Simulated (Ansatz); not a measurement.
Abstraction of H: N2H4 + BF2 → N2H3 + BHF2

Species: N2H4 (hydrazine) `NN`, singlet; BF2 `F[B]F`, doublet; N2H3 (hydrazinyl radical) `[NH]N`, doublet; BHF2 `FBF`, singlet. A radical takes H: the energy is the difference in strength between the N–H bond broken and the B–H bond made.

Shapes, held fixed at every level: PBE0-D4/def2-TZVP. Flexible molecules stand in one conformer, not always the lowest. Programs: Ansatz 0.2.0. The zero-point and thermal change to 298 K, harmonic and unscaled (PBE0-D4/def2-TZVP), is -8.3 kJ/mol.

```json
{"level": "MP2/def2-TZVPP", "kind": "perturbation theory", "ΔH(298 K) (kJ/mol)": "-94.4", "less CCSD(T)/CBS estimate": "+15.3", "CPU time (sum over the molecules)": "–"}
{"level": "HF/def2-SVP", "kind": "Hartree–Fock", "ΔH(298 K) (kJ/mol)": "-128.9", "less CCSD(T)/CBS estimate": "-19.2", "CPU time (sum over the molecules)": "–"}
{"level": "r2SCAN-D4/def2-TZVPP", "kind": "meta-GGA", "ΔH(298 K) (kJ/mol)": "-113.4", "less CCSD(T)/CBS estimate": "-3.7", "CPU time (sum over the molecules)": "18 s"}
{"level": "B3LYP/6-31G* (Cartesian functions)", "kind": "global hybrid", "ΔH(298 K) (kJ/mol)": "-140.7", "less CCSD(T)/CBS estimate": "-31.0", "CPU time (sum over the molecules)": "8.9 s"}
{"level": "r2SCAN0-D4/def2-TZVPP", "kind": "global hybrid", "ΔH(298 K) (kJ/mol)": "-113.0", "less CCSD(T)/CBS estimate": "-3.3", "CPU time (sum over the molecules)": "15 s"}
{"level": "wB97X-V/def2-TZVPP", "kind": "range-separated hybrid", "ΔH(298 K) (kJ/mol)": "-121.7", "less CCSD(T)/CBS estimate": "-12.0", "CPU time (sum over the molecules)": "23 s"}
{"level": "CCSD(T)/CBS estimate", "kind": "coupled cluster or CI", "ΔH(298 K) (kJ/mol)": "-109.7", "less CCSD(T)/CBS estimate": "0.0", "CPU time (sum over the molecules)": "14 min"}
```

The highest level, CCSD(T)/CBS estimate, gives ΔH(298 K) = -109.7 kJ/mol; the levels span -140.7 to -94.4. The column of differences is taken from that level and isn't an error. No measured value is set beside it here. Open shells run unrestricted. The CBS estimate extrapolates MP2 from def2-TZVPP and def2-QZVPP and adds CCSD(T) − MP2 in the triple-zeta set, cores frozen. Times are processor times on shared x86 and Arm servers, and rough.

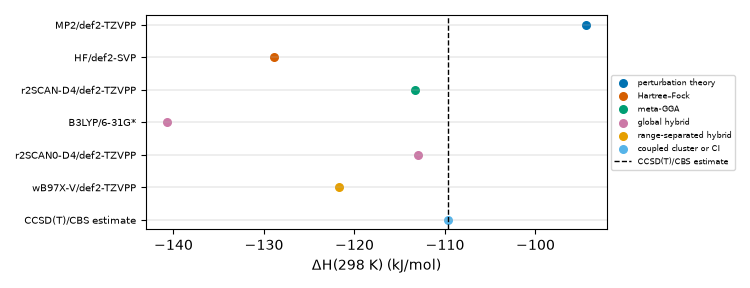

The values of the table, level by level.
